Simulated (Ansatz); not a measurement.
# Computed energy against volume: RhPb (space group P6/mmm)

RhPb (space group P6/mmm)

```yaml
crystal:
  lattice:
    - [5.66305, 0.00000, 0.00000]
    - [-2.83152, 4.90434, 0.00000]
    - [0.00000, 0.00000, 4.44174]
  atoms:
    - { symbol: Rh, position: [0.00000, 0.50000, 0.00000] }
    - { symbol: Rh, position: [0.50000, 0.00000, 0.00000] }
    - { symbol: Rh, position: [0.50000, 0.50000, 0.00000] }
    - { symbol: Pb, position: [0.66667, 0.33333, 0.50000] }
    - { symbol: Pb, position: [0.33333, 0.66667, 0.50000] }
    - { symbol: Pb, position: [0.00000, 0.00000, 0.00000] }
```

This relaxed cell (volume V₀) is scaled evenly in all directions, its shape held. Symmetry pins the atoms to their sites.

All values below come from PBEsol (plane waves to 420 eV, PAW, scalar-relativistic; Ansatz, a quantum-chemistry and plane-wave program). k mesh 10×10×11 (Γ-centred), Fermi-Dirac smearing 0.05 eV. The energy includes the smearing's −TS. Compression counts positive. With the shape held, the modulus is that of even scaling; a crystal free to change shape is softer. RhPb is run without spin polarisation. RhPb was relaxed with its symmetry unable to fall. Spin-orbit coupling is left out, though Pb is heavy. ΔE is measured from the relaxed starting cell.

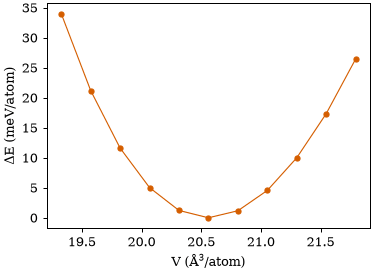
ΔE (meV/atom) against V (Å³/atom); markers are the computed points, lines only join them.

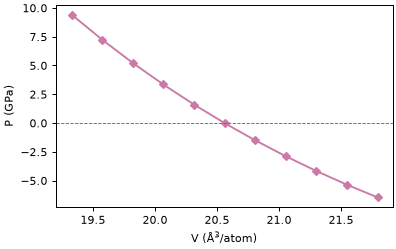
Fig. 1. P (GPa) against V (Å³/atom); computed points joined by lines.

The pressure for 5 % compression (fit) comes out as 7.6 GPa and the pressure at the smallest volume is 9.4 GPa. The energy cost of the largest expansion comes out as 26 meV/atom. The pressure derivative B₀′ (fit) comes out as 5.3 and the bulk modulus at fixed cell shape B₀ (third-order Birch-Murnaghan fit) comes out as 129 GPa.

P = (3B₀/2)(x⁷ − x⁵)[1 + ¾(B₀′ − 4)(x² − 1)] with x = (1/0.95)^(1/3), B₀ = 129 GPa and B₀′ = 5.30.

(A scan under strain: stresses follow from slopes of the energy per volume, elastic moduli from its curvatures.)
